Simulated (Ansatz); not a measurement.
# TiRuC2: a trial structure relaxed, part 2 of 2

Aim: relax a trial structure of TiRuC2 and see where it ends.

Ansatz 0.2.0; DFT PBE, scalar-relativistic, plane waves, PAW. The steps go on from the part before.

### 4 Spin check on a coarse mesh

Input file input.yaml:

```yaml
crystal:
  lattice:
    - [2.8805984305, 0.0, 0.0]
    - [-1.4402992152, 2.4946714189, 0.0]
    - [0.0, 0.0, 5.6255162031]
  atoms:
    - { symbol: Ti, position: [0.0, 0.0, 0.5], spin: 1.0 }
    - { symbol: Ru, position: [0.0, 0.0, 0.0], spin: 1.0 }
    - { symbol: C, position: [0.3333333333, 0.6666666667, 0.2344556453] }
    - { symbol: C, position: [0.3333333333, 0.6666666667, 0.7655443547] }
basis:
  ecutwfc: 420
kpoints:
  mp_grid: { grid: [6, 6, 4] }
hamiltonian:
  xc: pbe
scf:
  occupations: { method: gaussian, width: 0.1 }
  lower_state_search: "off"
output:
  forces: true
  stress: true
  eigenvalues: true
  populations: true
magnetization:
  spin_polarized: true
```

Run with:

```bash
ansatz run input.yaml --threads 1 --pin off --max-ram 2048MiB --backend cpu --events-out ev --progress --plain --runs-dir out
```

The program printed (excerpt; [...] marks lines left out):

```text
[...]
SCF converged after 19 iterations
Magnetization: 0.1707 μB (18.0853 up, 17.9147 down)
Absolute magnetization: 0.1715 μB (∫|ρ↑−ρ↓|, with the PAW one-centre terms)
Spin contamination: 0.0057 ħ² per cell (⟨S²⟩ above its minimum at these occupations)
Per-site moments (μB) at R_I (Å): [(0.07004266485251956, 0.9221436769335138), (0.020660336763030907, 0.8755827342661537), (0.0018800853787462374, 0.8755827342661537), (0.0018800853787461927, 0.8755827342661537)]
Free energy (F): -8879.660979 eV
[...]
E sigma→0 (E₀):  -8879.652161 eV
Entropy (-TS):   -0.017636 eV (-4.409 meV/atom)
Fermi energy:    17.594751 eV
[...]
--- Forces (eV/Å), atoms counted from 1 ---
  atom   1  Ti    -0.00000000    -0.00000000     0.00000000
  atom   2  Ru    -0.00000000    -0.00000000     0.00000000
  atom   3  C      0.00000000    -0.00000000     0.00966478
  atom   4  C      0.00000000    -0.00000000    -0.00966478
[...]
--- Stress (GPa, compression-positive) ---
        0.056193       0.000000       0.000000
        0.000000       0.056193       0.000000
        0.000000       0.000000      -0.022160
  P = ⅓ Tr σ = 0.0301 GPa (0.301 kbar)
--- Band table (eV; the first three rows and the last of 42) ---
  k-point 0 ↑: bands = ["-56.5805", "-38.9584", "-26.6385", "-26.3487", "-26.3487", "-15.3356", "-14.9141", "-14.9141", "3.6164", "6.7473", "9.7806", "12.9317", "12.9317", "13.9531", "14.3438", "14.3438", "17.6497", "17.7510", "17.7510", "19.3325", "19.3325", "19.8192", "21.4704"]
[...]
--- Löwdin populations: 4 sites ---
  site symbol       q [e]    m [muB]
     0     Ti     11.3101     0.1226
     1     Ru     15.2689     0.0242
     2      C      4.6416     0.0072
     3      C      4.6416     0.0072
  spilling = 0.003828 (of n_electrons = 36.000000)
```

It took 2.8 s on 1 thread of AMD EPYC 9B45 (Zen 5), shared host; peak memory 0.4 GiB.

By site:

```tsv
atom	moment in the atom's sphere (μB)	Löwdin electrons
Ti1	0.07	11.31
Ru2	0.02	15.27
C3	0.00	4.64
C4	0.00	4.64
```

The same cell is solved with trial moments on Ru and Ti. The largest site moment that stays is 0.07 μB and the cell's total 0.17 μB. The workflow keeps spin only above 0.25 μB on a site, so the next run goes without spin.

### 5 Relaxation on the finer mesh

The end of the coarse run is made exact in the group found at a tolerance of 0.06 Å and reduced to its primitive cell.

Input file input.yaml:

```yaml
crystal:
  lattice:
    - [2.8805984305, 0.0, 0.0]
    - [-1.4402992152, 2.4946714189, 0.0]
    - [0.0, 0.0, 5.6255162031]
  atoms:
    - { symbol: Ti, position: [0.0, 0.0, 0.5] }
    - { symbol: Ru, position: [0.0, 0.0, 0.0] }
    - { symbol: C, position: [0.3333333333, 0.6666666667, 0.2344556453] }
    - { symbol: C, position: [0.3333333333, 0.6666666667, 0.7655443547] }
basis:
  ecutwfc: 420
kpoints:
  mp_grid: { grid: [18, 18, 8] }
hamiltonian:
  xc: pbe
scf:
  occupations: { method: gaussian, width: 0.1 }
output:
  forces: true
  stress: true
  eigenvalues: true
  write_density: true
  write_potential: true
  elf: true
  volumetric_format: npy
relax:
  adjacent_minimum: "off"
  f_tol: 0.01
  max_steps: 80
  cell: { stress_tol: 0.05 }
```

Run with:

```bash
ansatz run input.yaml --threads 1 --pin off --max-ram 2048MiB --backend cpu --events-out ev --progress --plain --runs-dir out
```

The program printed (excerpt; [...] marks lines left out):

```text
Warning: RAYON_NUM_THREADS=1 ignored (pool sized by the plan → 1); use --threads N
[...]
[... 5 set-up lines as earlier in the session ...]
[...]
Crystal: 4 atoms, lattice volume = 40.426 Å³
Basis set: ecut = 420 eV, 799 PW (Γ), exchange–correlation on 40×40×80 points (8 copies of the dense FFT grid, shifted against one another)
Bands: 22, of which v1, the nominal top of the filled ones, is band 18 counted from 1 (17 counted from 0)
[... 1 set-up line as earlier in the session ...]
Space group: P-6m2 (ITA 187), of the structure as read, at distance tolerance 3.4e-5 Å
k-points: 185 of 2592 (time reversal used)
[...]
--- Stress (GPa, compression-positive) ---
       -0.004881       0.000000       0.000000
        0.000000      -0.004881       0.000000
        0.000000       0.000000      -0.001675
  P = ⅓ Tr σ = -0.0038 GPa (-0.038 kbar)
--- Band table (eV; the first three rows and the last of 185) ---
[... band rows left out ...]
[...]
--- Relaxed structure (4 steps of the walk, 4 accepted, 1 SCFs on fresh bases) ---
  F+E_penalty+E_count = -8879.64532270 eV   max|allowed force component| = 1.770e-4 eV/Å   (the final SCF, on the basis selected at the relaxed cell)
  cell:  # Å, volume = 40.5008 Å³
    - [2.8833669264602477, -2.8895386683112004e-11, 0.0]
    - [-1.4416834632050999, 2.4970690067608796, 0.0]
    - [0.0, 0.0, 5.625130994397407]
  atoms:
    - { symbol: Ti, position: [1.5407439555097887e-33, -2.7755575615628914e-17, 0.49999999999999994] }
    - { symbol: Ru, position: [1.5407439555097887e-33, -2.7755575615628914e-17, 0.0] }
    - { symbol: C, position: [0.33333333333333326, 0.6666666666666666, 0.2336904736844025] }
    - { symbol: C, position: [0.33333333333333326, 0.6666666666666666, 0.7663095263155973] }
```

It took 25 s on 1 thread of AMD EPYC 9B45 (Zen 5), shared host; peak memory 0.56 GiB.

The steps of the relaxation:

| step | energy from step 1 (eV/cell) | largest force component (eV/Å) | pressure (GPa) | volume (Å³) |
| --- | --- | --- | --- | --- |
| 1 | 0.0000 | 0.0730 | 0.32 | 40.43 |
| 2 | -0.0002 | 0.0282 | -0.03 | 40.50 |
| 3 | -0.0003 | 0.0057 | 0.06 | 40.49 |
| 4 | -0.0003 | 0.0001 | -0.01 | 40.50 |
| 5 | -0.0004 | 0.0002 | 0.00 | 40.50 |

Step 1 is the start. Step 5 repeats the geometry before it on a plane-wave basis chosen anew for that cell, so its energy need not be comparable with the rows above.

|  | before | after | change |
| --- | --- | --- | --- |
| a (Å) | 2.881 | 2.883 | +0.1 % |
| b (Å) | 2.881 | 2.883 | +0.1 % |
| c (Å) | 5.626 | 5.625 | 0.0 % |
| volume (Å³/atom) | 10.11 | 10.13 | +0.2 % |
| shortest distance (Å) | 2.123 | 2.121 | -0.1 % |
| space group (0.01 Å) | P-6m2 | P-6m2 | same |

The run keeps the 12 symmetry operations of the start, so it could not have lowered the symmetry.

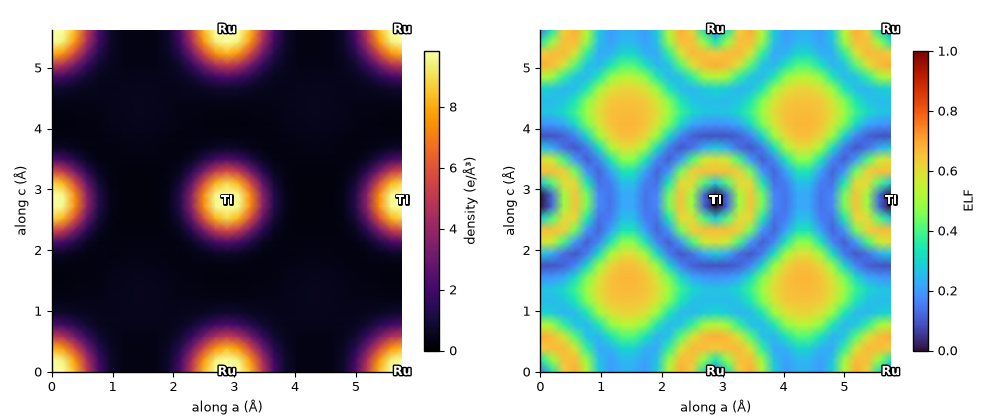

Density (left) and ELF (right) in a lattice plane of the grid's cell (edges 2.88 and 5.63 Å, at 1.000 of the third edge), which holds Ti and Ru. Only atoms in the plane are labelled. Both are smooth fields of the valence electrons: close to the nuclei they are not physical.

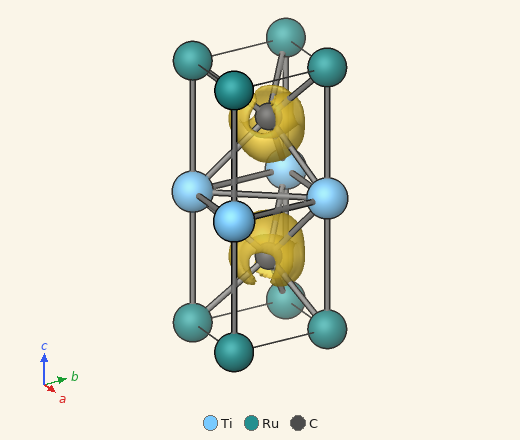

Surface of ELF = 0.74, drawn in one cell.

The highest ELF values outside the cores: 0.85 beside C, off the lines to its neighbours, 0.7 Å from C; 0.80 on the C–Ru line, 0.7 Å from C; 0.60 between the atoms, 1.7 Å from Ti.

### 6 Outcome

What follows sums up all 2 parts. Changes of volume or cell count from the first structure of part 1.

| quantity | value |
| --- | --- |
| symmetry at the end (tolerance 0.05 Å) | space group P-6m2 (No. 187) |
| conventional cell | a = 2.883 Å, b = 2.883 Å, c = 5.625 Å, α = 90.00°, β = 90.00°, γ = 120.00° |
| volume | 10.13 Å³/atom |
| energy over the elements | +0.15 eV/atom |
| gap on the mesh | none (metal) |

In words: The space group P-6m2 (No. 187) is kept, and the volume per atom shrinks by 7.2 % from the first guess. With a positive formation energy it can't be a ground state. No finished test with a distortion of lower symmetry is shown, so the end may be a saddle point. Other magnetic orders were not searched.
